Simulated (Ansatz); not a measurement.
**ClGeH4P···HCl: density, localisation and related maps**

Input file:

```
crystal:
  periodic: [false, false, false]
  atoms:
    - { symbol: Ge, position_ang: [0.0, 0.0, 0.0] }
    - { symbol: Cl, position_ang: [0.0, 0.0, 2.57] }
    - { symbol: Cl, position_ang: [2.0935, 0.0, -0.7393] }
    - { symbol: H, position_ang: [-0.73, 1.2648, -0.5162] }
    - { symbol: H, position_ang: [-0.73, -1.2648, -0.5162] }
    - { symbol: P, position_ang: [1.3478, 2.0326, 0.8104] }
    - { symbol: H, position_ang: [2.4401, 1.5915, 1.6033] }
    - { symbol: H, position_ang: [1.8381, 2.7536, -0.3104] }
    - { symbol: H, position_ang: [0.8047, 1.2136, 2.0743] }
basis:
  gaussian: { orbitals: def2-SVP }
hamiltonian:
  xc: b3lyp
relax:
  f_tol: 0.15
  max_steps: 25
  restrain:
    - { distance: [0, 5], at: 2.27, k: 30.0 }
    - { distance: [8, 1], at: 1.37, k: 30.0 }
    - { distance: [0, 1], at: 3.42, k: 30.0 }
    - { distance: [8, 5], at: 2.62, k: 30.0 }
output:
  orbitals: {}
```

Launched as:

```sh
ansatz run input.yaml --threads 4 --pin off --max-ram 5120MiB --backend cpu --events-out ev --progress --plain --runs-dir out
```

The fields are those of the run's last geometry, not of the input's.

Not at a stationary point (largest force 1.0 eV/Å).

These are results of Ansatz, RKS B3LYP/def2-SVP, not measurements.

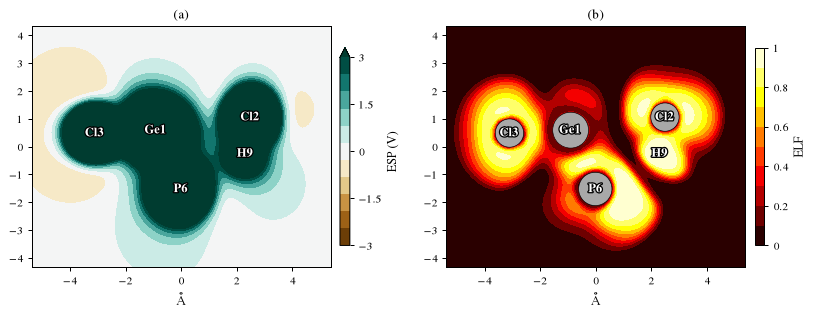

Figure 1. (a) molecular electrostatic potential; (b) electron localisation function on the plane of atoms Cl3, Ge1 and P6. Grey discs cover the atomic cores in the ELF map.

Question: Describe what can be read from this map.

Answer: The plane passes through Ge, Cl, P and H nuclei. Ge1···Cl2 (3.43 Å): the ELF dips to about 0.05 between them. Ge–Cl (2.20 Å): the ELF peaks at about 0.85 in the valence shell of Cl, 0.9 Å from its nucleus, and is about 0.65 at the midpoint. Ge–P (2.29 Å): the ELF peaks at about 0.90 between the atoms, as expected for a shared electron pair. Cl–H (1.34 Å): the ELF climbs to about 1 towards the hydrogen, as it does in any bond to H: an ordinary covalent bond to hydrogen. The ELF also peaks beside P6, Cl3 and Cl2, away from the bonds: lone-pair regions. Outside the dense part of the complex the potential is most negative (−0.7 V) near Cl3.

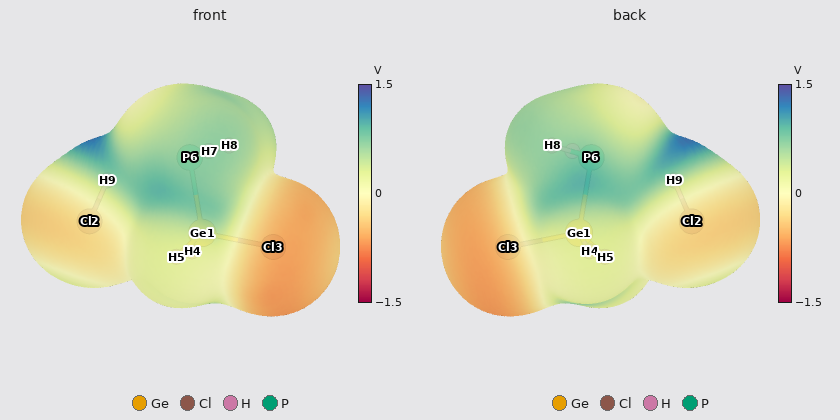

Figure 2. The molecular electrostatic potential painted on the density surface at 0.001 e/bohr³, seen from the front and from behind; red is negative and blue positive.

Question: Which sites attract a positive test charge, and which a negative one?

Answer: A positive charge is drawn to the negative regions and a negative charge to the positive ones. The most negative region (about −0.7 V) lies over Cl3, the most positive (about +1.3 V) over H9. Cl2 shows a σ-hole: about +0.3 V at the tip opposite its bond, against about −0.3 V on its flanks.

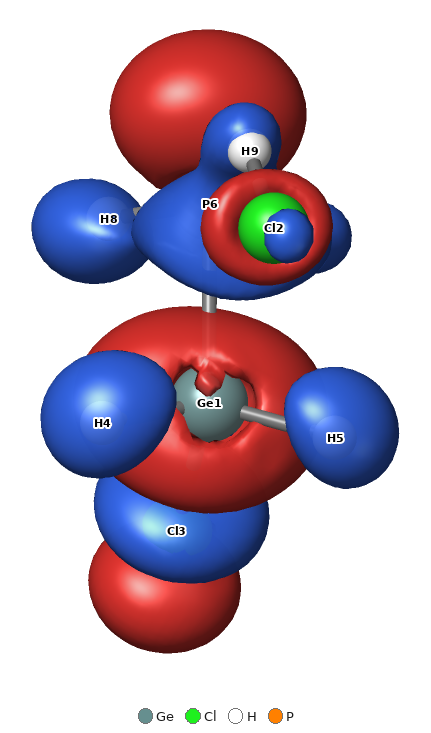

Figure 3. The LUMO at ±0.1 Å⁻³ᐟ² (red and blue are the two phases), seen at an oblique angle.

Question: Describe this orbital and give its energy.

Answer: It lies mainly on Ge1 (about 30 %), P6 (about 30 %) and Cl3 (about 20 %). Its energy is −0.54 eV.

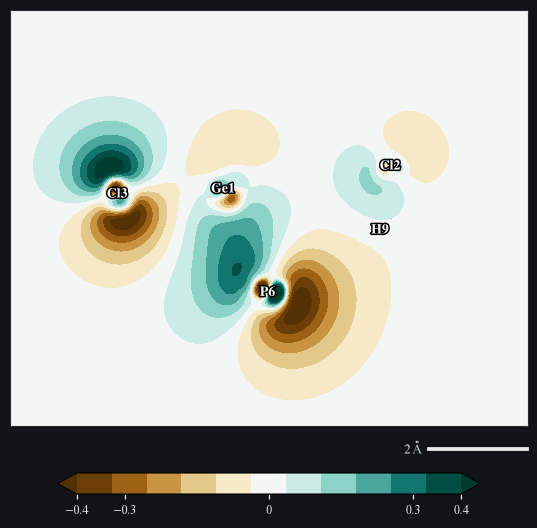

Figure 4. The HOMO on the plane of atoms Cl3, Ge1 and P6 (values in Å⁻³ᐟ²; the overall sign is arbitrary).

Question: Where does this orbital lie, and at what energy?

Answer: Its weight (Hirshfeld) is mainly on P6 (about 50 %), Cl3 (about 30 %) and Ge1 (about 10 %); largely a combination of lone pairs on P6 and Cl3. Its energy is −7.53 eV.
